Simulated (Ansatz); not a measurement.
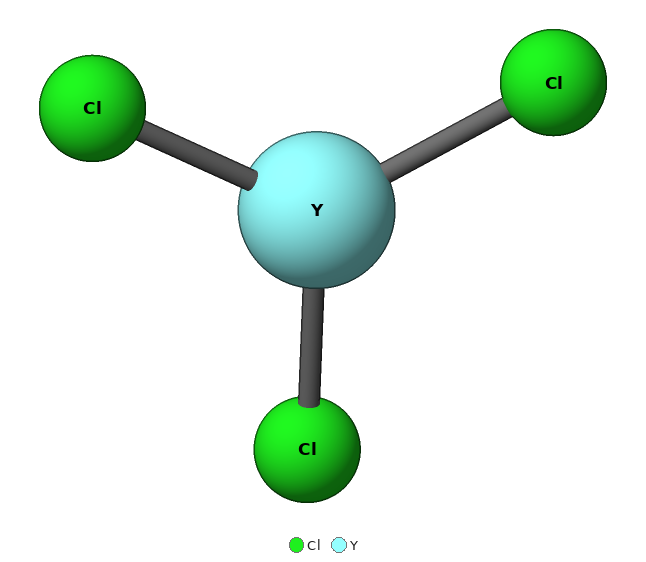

A metal compound. The species is neutral and a spin singlet. Computed geometry: PBE-D4/def2-SVP optimisation. No frequency run is at hand to confirm it as a minimum.

What is the coordination number of the metal, and which atoms bind to it?

Y binds 3 atoms: 3 Cl at 2.44 Å. The arrangement is trigonal planar.

What are the formal oxidation state of the metal and its number of d electrons?

Y(III), d⁰, counting the ligands as closed-shell ions or neutral donors.
